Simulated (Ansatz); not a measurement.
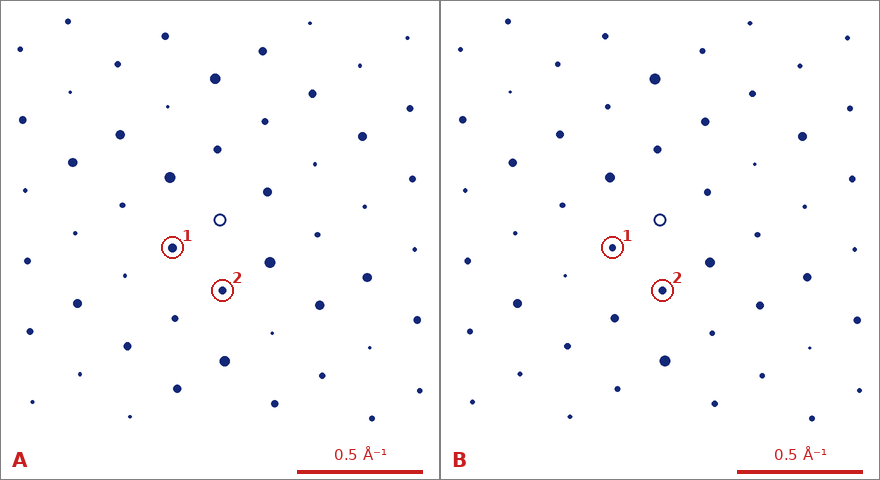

Kinematic electron diffraction patterns (200 kV, B = 0.5 Å², same scale) along [011] of the run's own cell, for the start and the end of one relaxation of TlNi3O8 with DFT, PAW plane waves, pbe+U (Ansatz). k mesh 4×4×3. The start is a generated model structure, and the relaxation ends in the nearest stationary point of its symmetry, not necessarily the ground state. Spot 1 is -1 0 0 and spot 2 is -1 -1 1 in both.

Start structure:

```yaml
crystal:
  lattice:
    - [4.19119, 2.67512, 0.00000]
    - [4.19119, -2.67512, 0.00000]
    - [0.65214, 0.00000, -7.45405]
  atoms:
    - { symbol: Ni, position: [0.62000, 0.62000, 0.71000] }
    - { symbol: Ni, position: [0.38000, 0.38000, 0.29000] }
    - { symbol: O, position: [0.22000, 0.22000, 0.46000] }
    - { symbol: O, position: [0.78000, 0.78000, 0.54000] }
    - { symbol: Ni, position: [0.00000, 0.00000, 0.50000] }
    - { symbol: Tl, position: [0.00000, 0.00000, 0.00000] }
    - { symbol: O, position: [0.27000, 0.77000, 0.68000] }
    - { symbol: O, position: [0.23000, 0.73000, 0.32000] }
    - { symbol: O, position: [0.73000, 0.23000, 0.32000] }
    - { symbol: O, position: [0.77000, 0.27000, 0.68000] }
    - { symbol: O, position: [0.69000, 0.69000, 0.90000] }
    - { symbol: O, position: [0.31000, 0.31000, 0.10000] }
```

**Which pattern belongs to the start structure, and which to the relaxed one?**

B is the start: its cell gives d(1) = 4.505 Å, d(2) = 3.514 Å and an angle of 61.6°. The spot positions hardly differ, so the intensities decide: those computed from the start structure match B, and A is the relaxed structure.

**Name reflections whose intensity changes strongly on relaxation.**

3 2 -2 goes from 7.6 to 38 % of the strongest spot; 1 3 -3 goes from 3.7 to 14 % of the strongest spot; 3 1 -1 goes from 13 to 32 % of the strongest spot.

**What did the relaxation do to the structure and the energy?**

The cell was held fixed; with the mean shift removed, the atoms moved by up to 0.39 Å relative to the cell (O most); the space group stayed C2/m (No. 12); the free energy fell by 110 meV an atom.
